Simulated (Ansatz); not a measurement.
System: Ga32Sb19P13.

Ga32Sb19P13, 64 atoms, a = 11.63 Å, b = 11.66 Å, c = 11.67 Å, α = 89.99°, β = 90.00°, γ = 89.99°.

Space group P1; a generated structure, not necessarily the stable one.

All numbers below come from DFT PBEsol, spin-orbit coupling, plane waves, PAW (Ansatz 0.2.0).

What will maps of the valence pseudo-density and electron localisation function show?

Ga–P (2.36 Å): the density is about 0.54 e/Å³ at the midpoint; the ELF peaks at about 0.90 in the valence shell of P, 0.9 Å from its nucleus, and is about 0.75 at the midpoint.
Ga–Sb (2.59 Å): ρ at the midpoint is about 0.46 e/Å³; the ELF peaks at about 0.70 between the atoms.
Ga–P (2.39 Å): the density is about 0.52 e/Å³ at the midpoint; the ELF peaks at about 0.90 in the valence shell of P, 0.9 Å from its nucleus, and is about 0.75 at the midpoint.
Ga–P (2.43 Å): ρ is about 0.49 e/Å³ halfway; the ELF peaks at about 0.90 in the valence shell of P, 0.9 Å from its nucleus, and is about 0.75 at the midpoint.

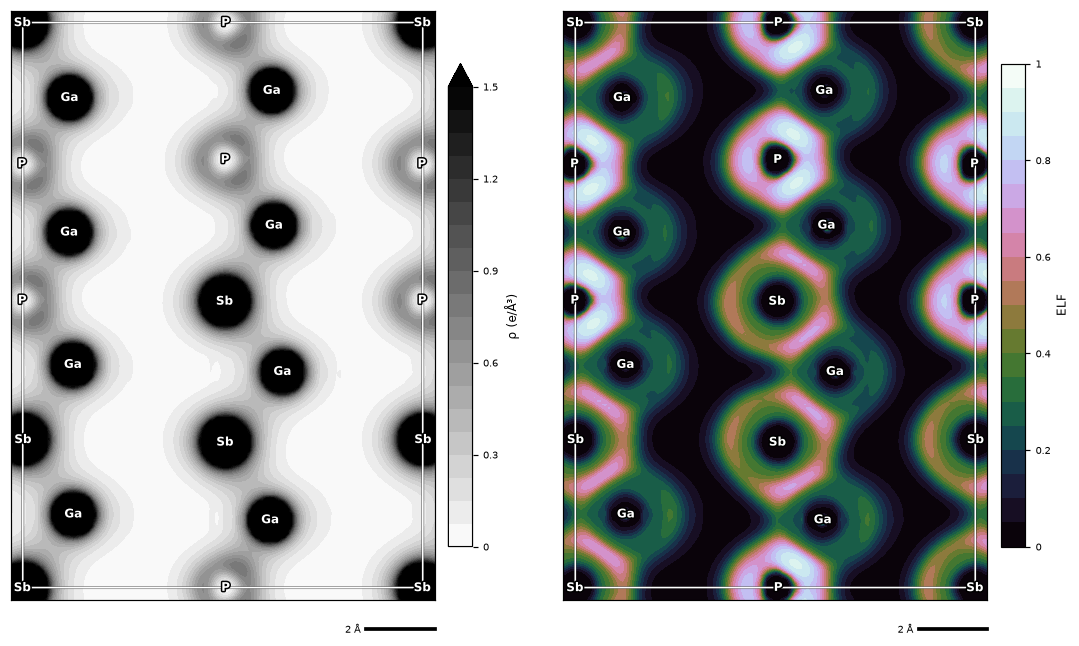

Computed valence pseudo-density and electron localisation function on the (101) plane of the conventional cell, in this order. 

The density is the valence pseudo-density of a PAW calculation; it isn't the true density close to the nuclei.
